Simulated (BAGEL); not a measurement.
# CH2FNSSi (SMILES FC1=N[SiH2]S1) at HF/cc-pVDZ (density fitting with qzvpp-jkfit)

What is the vertical ionisation energy of CH2FNSSi at HF/cc-pVDZ (density fitting with qzvpp-jkfit)? 

The results are computed with BAGEL 1.2.2.

1 further run of the same task is left out (it didn't finish). Runs told in other sessions of the task aren't counted.

## 1. Starting point

CH2FNSSi: 7 atoms, total charge 0, spin state singlet. SMILES: `FC1=N[SiH2]S1`. Geometry: relaxed at PBE0-D4/def2-TZVP.

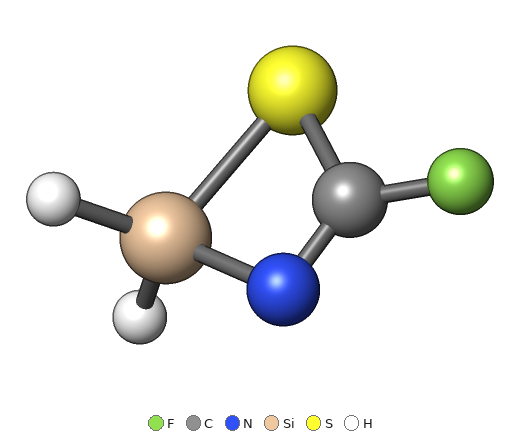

Viewed from a chosen angle; fluorine green, carbon grey, nitrogen blue, silicon light orange, sulfur yellow, hydrogen white.

## 2. A single-point energy at HF/cc-pVDZ (density fitting with qzvpp-jkfit)

The input, input.json:

```json
{ "bagel" : [

{
  "title" : "molecule",
  "basis" : "cc-pvdz.json",
  "df_basis" : "qzvpp-jkfit",
  "angstrom" : true,
  "geometry" : [
    { "atom" : "F", "xyz" : [       1.147800,      -1.939300,       1.137100 ] },
    { "atom" : "C", "xyz" : [       0.551100,      -0.929900,       0.538600 ] },
    { "atom" : "N", "xyz" : [      -0.672300,      -0.915900,       0.221400 ] },
    { "atom" : "Si", "xyz" : [      -0.525200,       0.696600,      -0.454900 ] },
    { "atom" : "S", "xyz" : [       1.547900,       0.494500,       0.161700 ] },
    { "atom" : "H", "xyz" : [      -1.272100,       1.746800,       0.268200 ] },
    { "atom" : "H", "xyz" : [      -0.716300,       0.779100,      -1.917900 ] }
  ]
},

{
  "title" : "hf"
},

{
  "title" : "print",
  "file" : "orbitals.molden",
  "orbitals" : true
}

]}
```

The basis set cc-pVDZ is read from a file made from the Basis Set Exchange's data (not shown).

On the command line:

```console
$ BAGEL_NUM_THREADS=1 BAGEL input.json > input.out
```

Output:

```text
* using 1 threads per process

  ===============================================================
  ===============================================================

  *** Geometry ***

  { "atom" : "F", "xyz" : [      2.169028,     -3.664746,      2.148808 ] },
  { "atom" : "C", "xyz" : [      1.041428,     -1.757256,      1.017806 ] },
  { "atom" : "N", "xyz" : [     -1.270463,     -1.730800,      0.418385 ] },
  { "atom" : "Si", "xyz" : [     -0.992484,      1.316383,     -0.859636 ] },
  { "atom" : "S", "xyz" : [      2.925107,      0.934470,      0.305569 ] },
  { "atom" : "H", "xyz" : [     -2.403921,      3.300974,      0.506825 ] },
  { "atom" : "H", "xyz" : [     -1.353611,      1.472286,     -3.624306 ] },

  Number of auxiliary basis functions:      521

  Since a DF basis is specified, we compute 2- and 3-index integrals:
    o Being stored without compression. Storage requirement is 0.032 GB

  Number of basis functions:       88
  Number of electrons      :       54

    * METHOD: MOLECULE                             0.30

  *** RHF ***

  === Nuclear Repulsion ===
   279.6957152972

      * DIIS with orbital gradients will be used.

  === RHF iteration (cc-pvdz.json) ===
      0       -879.14231614          0.01614211           0.10
      1       -879.27173740          0.01321669           0.10
      2       -879.39025274          0.00154128           0.10
      3       -879.39322852          0.00066764           0.10
      4       -879.39374250          0.00019514           0.10
      5       -879.39382974          0.00009638           0.10
      6       -879.39384937          0.00004216           0.10
      7       -879.39385321          0.00001105           0.10
      8       -879.39385340          0.00000419           0.10
      9       -879.39385342          0.00000209           0.10
     10       -879.39385343          0.00000098           0.10
     11       -879.39385343          0.00000026           0.10
     12       -879.39385343          0.00000012           0.10
     13       -879.39385343          0.00000006           0.10
     14       -879.39385343          0.00000002           0.10
     15       -879.39385343          0.00000001           0.10
    * SCF iteration converged.

    * Permanent dipole moment:
           (    0.175488,    -0.933300,     0.457705) a.u.

    * METHOD: HF                                   1.84

    * METHOD: PRINT                                0.02

  ===============================================================
```

Wall time 2.3 s (1 thread of Arm Neoverse V1, shared host); peak memory 0.14 GiB.

## 3. The doublet cation

The input, input.json:

```json
{ "bagel" : [

{
  "title" : "molecule",
  "basis" : "cc-pvdz.json",
  "df_basis" : "qzvpp-jkfit",
  "angstrom" : true,
  "geometry" : [
    { "atom" : "F", "xyz" : [    1.147800,   -1.939300,    1.137100 ] },
    { "atom" : "C", "xyz" : [    0.551100,   -0.929900,    0.538600 ] },
    { "atom" : "N", "xyz" : [   -0.672300,   -0.915900,    0.221400 ] },
    { "atom" : "Si", "xyz" : [   -0.525200,    0.696600,   -0.454900 ] },
    { "atom" : "S", "xyz" : [    1.547900,    0.494500,    0.161700 ] },
    { "atom" : "H", "xyz" : [   -1.272100,    1.746800,    0.268200 ] },
    { "atom" : "H", "xyz" : [   -0.716300,    0.779100,   -1.917900 ] }
  ]
},
{ "title" : "uhf", "charge" : 1, "nopen" : 1 },
{ "title" : "print", "file" : "orbitals.molden", "orbitals" : true }

]}
```

The basis set cc-pVDZ is read from a file made from the Basis Set Exchange's data (not shown).

On the command line:

```console
$ BAGEL_NUM_THREADS=1 BAGEL input.json > input.out
```

Output:

```text
* using 1 threads per process

  ===============================================================
  ===============================================================

  *** Geometry ***

  { "atom" : "F", "xyz" : [      2.169028,     -3.664746,      2.148808 ] },
  { "atom" : "C", "xyz" : [      1.041428,     -1.757256,      1.017806 ] },
  { "atom" : "N", "xyz" : [     -1.270463,     -1.730800,      0.418385 ] },
  { "atom" : "Si", "xyz" : [     -0.992484,      1.316383,     -0.859636 ] },
  { "atom" : "S", "xyz" : [      2.925107,      0.934470,      0.305569 ] },
  { "atom" : "H", "xyz" : [     -2.403921,      3.300974,      0.506825 ] },
  { "atom" : "H", "xyz" : [     -1.353611,      1.472286,     -3.624306 ] },

  Number of auxiliary basis functions:      521

  Since a DF basis is specified, we compute 2- and 3-index integrals:
    o Being stored without compression. Storage requirement is 0.032 GB

  Number of basis functions:       88
  Number of electrons      :       54

    * METHOD: MOLECULE                             0.30

  *** Open-shell HF ***

  === Nuclear Repulsion ===
   279.6957152972

      * DIIS with orbital gradients will be used.

  === UHF iteration (cc-pvdz.json) ===
      0       -878.72490972          0.03767473           0.20
      1       -878.86243454          0.03336948           0.20
      2       -878.93719651          0.02545397           0.19
      3       -879.05442908          0.00205862           0.19
      4       -879.05726718          0.00096680           0.19
      5       -879.05839779          0.00041664           0.20
      6       -879.05922712          0.00032741           0.20
      7       -879.05982236          0.00029286           0.20
      8       -879.06069247          0.00024663           0.19
      9       -879.06164254          0.00011081           0.20
     10       -879.06170841          0.00004479           0.20
     11       -879.06171127          0.00002716           0.20
     12       -879.06171234          0.00001175           0.20
     13       -879.06171317          0.00000751           0.20
     14       -879.06171365          0.00000371           0.20
     15       -879.06171373          0.00000163           0.20
     16       -879.06171374          0.00000095           0.19
     17       -879.06171374          0.00000054           0.18
     18       -879.06171374          0.00000030           0.19
     19       -879.06171374          0.00000014           0.19
     20       -879.06171374          0.00000007           0.20
     21       -879.06171374          0.00000003           0.20
     22       -879.06171374          0.00000001           0.20
     23       -879.06171374          0.00000001           0.20
    * SCF iteration converged.

    * S^2 (UHF) is 0.9077

    * Permanent dipole moment:
           (   -0.183878,    -1.679495,     0.696591) a.u.

    * METHOD: UHF                                  4.94

    * METHOD: PRINT                                0.02

  ===============================================================
```

Run time: 5.4 s. Hardware: 1 thread of Arm Neoverse V1, shared host; peak memory 0.14 GiB.

## 4. Results

At HF/cc-pVDZ (density fitting with qzvpp-jkfit):

| quantity | value |
| --- | --- |
| singlet CH2FNSSi: total energy | -879.39385 Eh |
| singlet CH2FNSSi: dipole moment | 2.68 D |
| singlet CH2FNSSi: HOMO energy | -10.48 eV |
| singlet CH2FNSSi: LUMO energy | 2.88 eV |
| singlet CH2FNSSi: HOMO–LUMO gap | 13.36 eV |
| doublet cation: total energy | -879.06171 Eh |
| doublet cation: ⟨S²⟩ | 0.908 |
| vertical ionisation energy (to the doublet cation) | 9.038 eV |

**Reading.** Removing an electron at fixed nuclei costs 9.04 eV (208 kcal/mol). The negative HOMO energy of the first species, 10.48 eV, lies 1.44 eV above that difference. ⟨S²⟩ (doublet cation) is 0.91 where a pure doublet has 0.75: the reference is spin-contaminated.
